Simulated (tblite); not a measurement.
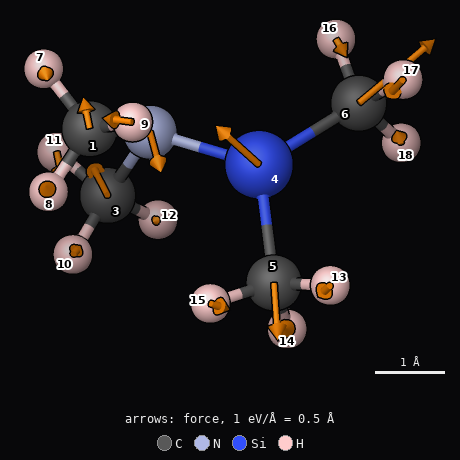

Starting geometry of C4H12NSi (multiplicity 2) with the computed forces as orange arrows. Style: ball-and-stick. Shown at a tilt.

Level of theory: GFN2-xTB geometry optimisation, gas phase in tblite 0.8.0. 

Is this structure relaxed? If not, where do the atoms go?

It isn't relaxed: the largest force vector, on a C atom, is 3.10 eV/Å. The final displacements have little in common with the starting forces (cosine between the two patterns 0.05). Over 193 geometry steps the energy falls by 123.7 kJ/mol. The largest move after the best rigid fit is that of an H atom, 1.77 Å. By element the largest moves are H 1.77 Å, C 1.13 Å, N 0.57 Å, Si 0.43 Å. Some distances before and after: C–Si 1.803 → 1.909 Å, C–Si 1.826 → 1.909 Å, C–H 1.129 → 1.085 Å, C–N 1.467 → 1.438 Å. Bond angles that change, for instance: C–N–Si 106.6° → 121.5°, N–Si–C 118.7° → 107.1°, N–Si–C 117.8° → 107.2°. Cost: 1.4 s on 1 thread of Arm Neoverse V1, with other jobs on the host.
